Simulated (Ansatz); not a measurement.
# CH2FNO2Si: the cost of one run

Program: Ansatz 0.2.0, Gaussian basis. Level of theory: the settings change from run to run. These are calculated values, not measurements.

### 1 The geometry

The structure was relaxed beforehand with PBE0-D4 in a triple-zeta def2 set.

SMILES `O=C1N[Si]1(O)F`, 8 atoms, charge 0, spin multiplicity 1.

Atoms are counted from 1 here; the program's logs count them from 0.

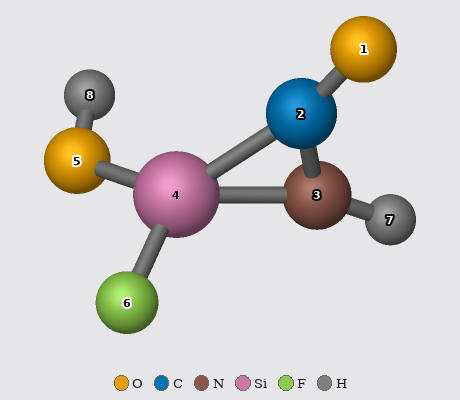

The structure; oxygen amber, carbon blue, nitrogen brown, silicon pink, fluorine green, hydrogen grey; atoms are numbered from 1 in the order of the file.

As a file:

```xyz
8

O     1.9869    1.0978    0.9773
C     0.9873    0.5624    0.6137
N     0.5669   -0.7690    0.5566
Si   -0.6947    0.2079   -0.0430
O    -1.2237    0.0992   -1.5676
F    -2.0196    0.3074    0.8063
H     1.0569   -1.6019    0.8662
H    -0.5677    0.0391   -2.2651
```

### 2 wB97X/def2-TZVP

Options: density fitting with def2-universal-jkfit, high accuracy.

Input file in.yaml:

```yaml
crystal:
  periodic: [false, false, false]
  atoms:
    - {symbol: O, position_ang: [1.986855, 1.097831, 0.977272]}
    - {symbol: C, position_ang: [0.987347, 0.562360, 0.613655]}
    - {symbol: N, position_ang: [0.566886, -0.768993, 0.556582]}
    - {symbol: Si, position_ang: [-0.694667, 0.207879, -0.042980]}
    - {symbol: O, position_ang: [-1.223704, 0.099183, -1.567627]}
    - {symbol: F, position_ang: [-2.019562, 0.307373, 0.806261]}
    - {symbol: H, position_ang: [1.056851, -1.601878, 0.866192]}
    - {symbol: H, position_ang: [-0.567707, 0.039146, -2.265056]}
basis:
  gaussian: {orbitals: def2-TZVP, fitting: {mean_field: def2-universal-jkfit}}
hamiltonian: {xc: {name: wB97X}}
accuracy: high
output: {forces: true}
```

The run is started by

```sh
$ ansatz run in.yaml --threads 4 --pin off --events-out ev --progress --plain --max-ram 10444MiB
```

**Question.** How long does this run take on 4 threads of Arm Neoverse V1, shared host, and how much memory does it need?

About 17 s, with a peak of 0.69 GiB.
